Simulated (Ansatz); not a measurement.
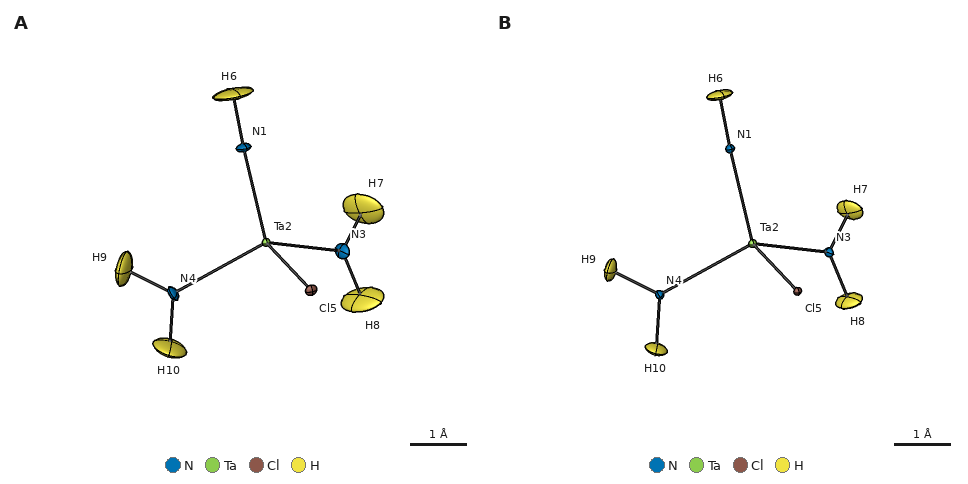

Displacement ellipsoids at the 50 % level, scaled by 0.7, from the internal vibrations of the free molecule (harmonic, no overall translation or rotation; no half-axis is drawn under 0.075 Å). The species is neutral and a spin singlet. Vibrations computed with RKS PBE0-D4/def2-TZVP, core potentials on Ta (Ansatz 0.2.0). One panel is for 298 K, the other for 900 K.

**Which panel is for 900 K?**

A.

**How much does the mean-square displacement of N3 grow, and why?**

U_eq goes from 0.0066 to 0.0181 Å², a factor of 2.8. Modes below kT (626 cm⁻¹ at 900 K) grow about in proportion to T, and the lowest lies at 135 cm⁻¹; the mean-square amplitude of a mode is its zero-point value times coth(ħω/2kT), which comes close to 1 only above about 3kT.
